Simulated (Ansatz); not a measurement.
Ligand exchange: C2H8Si2 + GeH2(SiH3)2 → C2H10Si3 + SiH3(GeH3)

Species: C2H8Si2 `C=C[SiH2][SiH3]`, singlet; GeH2(SiH3)2, singlet; C2H10Si3 `C=C[SiH]([SiH3])[SiH3]`, singlet; SiH3(GeH3), singlet. The partners trade H for SiH3: Si–H and Ge–SiH3 bonds give way to Si–SiH3 and Ge–H.

Shapes, held fixed at every level: PBE0-D4/def2-TZVP. Flexible molecules stand in one conformer, not always the lowest. Programs: Ansatz 0.2.0. Electronic energies: no zero-point or thermal term.

```json
{"level": "HF/def2-TZVPP", "kind": "Hartree–Fock", "ΔE (kJ/mol)": "+19.1", "less CCSD(T)/def2-TZVPP": "+4.4"}
{"level": "r2SCAN-D4/def2-TZVPP", "kind": "meta-GGA", "ΔE (kJ/mol)": "+12.2", "less CCSD(T)/def2-TZVPP": "-2.5"}
{"level": "wB97M-V/def2-TZVPP", "kind": "range-separated hybrid", "ΔE (kJ/mol)": "+16.2", "less CCSD(T)/def2-TZVPP": "+1.5"}
{"level": "wB97X-V/def2-TZVPP", "kind": "range-separated hybrid", "ΔE (kJ/mol)": "+13.2", "less CCSD(T)/def2-TZVPP": "-1.5"}
{"level": "B2PLYP/def2-TZVPP", "kind": "double hybrid", "ΔE (kJ/mol)": "+16.3", "less CCSD(T)/def2-TZVPP": "+1.6"}
{"level": "MP2/def2-TZVPP", "kind": "perturbation theory", "ΔE (kJ/mol)": "+16.5", "less CCSD(T)/def2-TZVPP": "+1.8"}
{"level": "CCSD(T)/def2-TZVPP", "kind": "coupled cluster or CI", "ΔE (kJ/mol)": "+14.7", "less CCSD(T)/def2-TZVPP": "0.0"}
```

The highest level, CCSD(T)/def2-TZVPP, gives ΔE = +14.7 kJ/mol; the levels span +12.2 to +19.1. The column of differences is taken from that level and isn't an error. No measured value is set beside it here. Relativity is left out for Ge unless named. Correlated rows may include outer-core shells of Ge, which these sets cover unevenly.

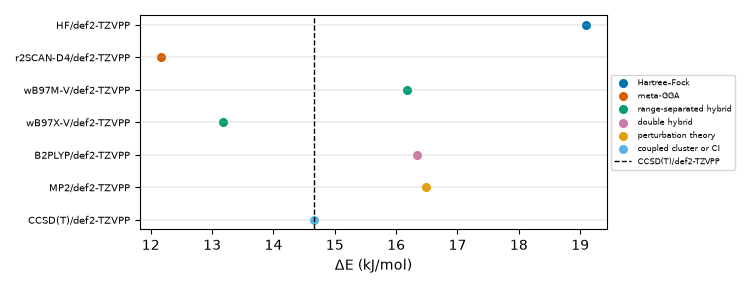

The values of the table, level by level.
